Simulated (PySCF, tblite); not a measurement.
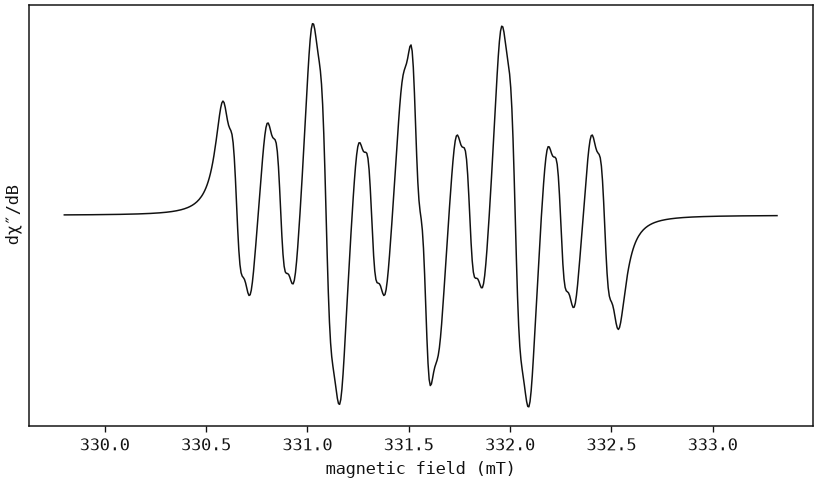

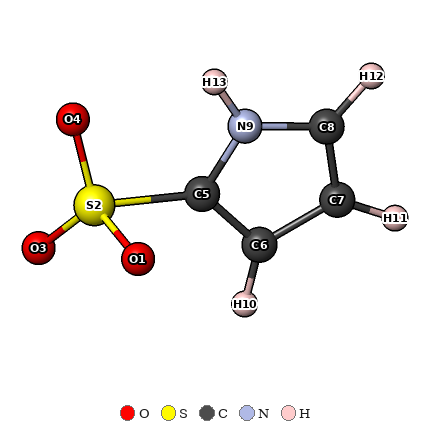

First-order isotropic EPR spectrum (fast tumbling, first derivative) of C₄H₄NO₃S, SMILES [O]S(=O)(=O)c1ccc[nH]1, doublet at 9.30 GHz, Lorentzian lines of 0.10 mT full width at half height, from computed g and hyperfine couplings (B3LYP/pcH-1 in PySCF 2.14.0, at a GFN2-xTB geometry (a minimum by its frequencies), gas phase); values of one conformer, averaged over methyl-type rotors alone; other conformers aren't averaged in; no vibrational averaging; dilute isotopes left out. The SMILES is one Lewis form and needn't show where the spin sits.

Which couplings does the calculation give? The spectrum shows the sizes of those above the line width, not their signs.

Answer.
```tsv
nuclei	isotope	a (mT)	a (MHz)
H12	¹H	−0.94	−26.3
H10	¹H	−0.45	−12.6
N9	¹⁴N	−0.22	−6.0
H13	¹H	0.06	1.6
H11	¹H	−0.05	−1.4
```

What is the g value, and how wide is the spectrum?

Answer. g_iso = 2.0041, which centres the spectrum at 331.6 mT; it spans 1.9 mT.

Caveats: the tight-binding geometry is rougher than a DFT one and adds to the error.
